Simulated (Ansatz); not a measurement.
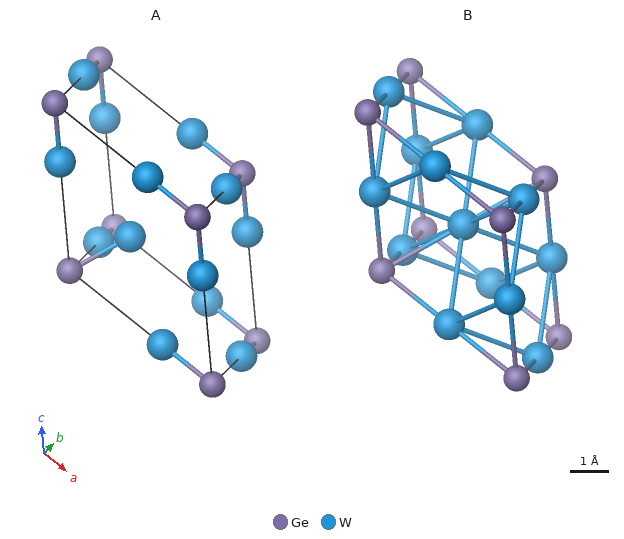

Two geometries of solid GeW4 (a generated structure, set up in I-43m) (coarse preliminary run), drawn at one scale. One is the start of a relaxation, the other its converged end. Style: ball-and-stick. Shown: the cell of the calculation, slightly off an axis.

These are results of Ansatz 0.2.0, DFT PBE, scalar-relativistic, plane waves, PAW, not measurements. Settings: plane-wave cutoff 420 eV; k-point mesh 4 × 4 × 4; occupations gaussian; smearing width 0.1 eV; no spin polarisation; cell and atoms relaxed; force threshold 0.04 eV/Å; at most 70 steps.

Q: Which one is relaxed?

A: Structure B is the relaxed one. The energy falls by 5650 meV per atom in 5 accepted moves (6 points after the start). Largest force component: 15 eV/Å at the start, 0.023 eV/Å at the end. Pressure: 67.61 GPa at the start and 0.19 GPa at the end. The SCF was repeated once at an unchanged geometry on a basis and grid sized afresh for the cell, which shifted the energy by 0.8 meV per atom at most. The largest moves relative to the cell, 0.75 Å, are those of W atoms. Ge stays in place. Cell: a = b = c 5.250 → 4.963 Å (−5.5 %). Volume −15.5 %. Among the contacts that change: W–W 2.997 → 4.055 Å, Ge–W 3.415 → 2.480 Å, Ge–W 1.835 → 2.483 Å, W–W 3.294 → 2.866 Å. New bonds form, among them: Ge–W (3.41 → 2.48 Å). The space group (tolerance 0.01 Å) goes from I-43m (No. 217) to Im-3m (No. 229).
